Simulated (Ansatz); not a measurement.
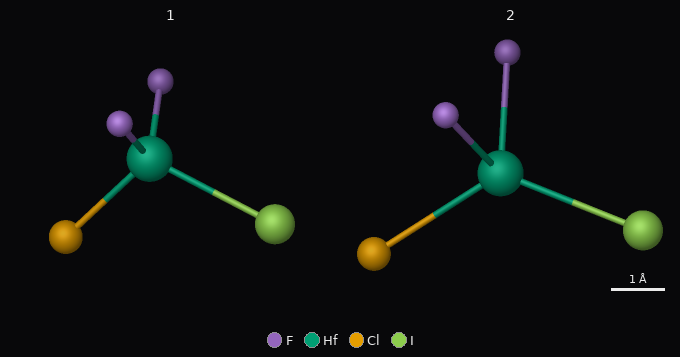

Two geometries of HfIClF2 (coarse preliminary run), drawn at one scale. One is the start of a relaxation, the other its converged end. Style: ball-and-stick. Shown face on.

Level of theory: RKS PBE-D4/def2-SVP (Ansatz 0.2.0). Settings: force threshold 0.03 eV/Å; at most 200 steps.

Q: Which geometry has the lower energy?

A: Structure 1 is the relaxed one. The start comes from a force field. After 7 geometry steps the energy has fallen by 7.007 eV. The largest force component goes from 4.4 to 0.015 eV/Å. The atom that moves furthest after the best rigid fit is the Cl atom (0.69 Å). By element the largest moves are Cl 0.69 Å, F 0.57 Å, I 0.55 Å, Hf 0.40 Å. Some distances before and after: F–Hf 2.526 → 1.904 Å, Cl–Hf 2.926 → 2.347 Å, Hf–I 2.984 → 2.713 Å. Among the angles between lasting bonds that change: F–Hf–F 86.7° → 108.4°, F–Hf–Cl 93.0° → 109.8°, Cl–Hf–I 126.9° → 110.3°. The run took of the order of 40 core-seconds on a shared host.
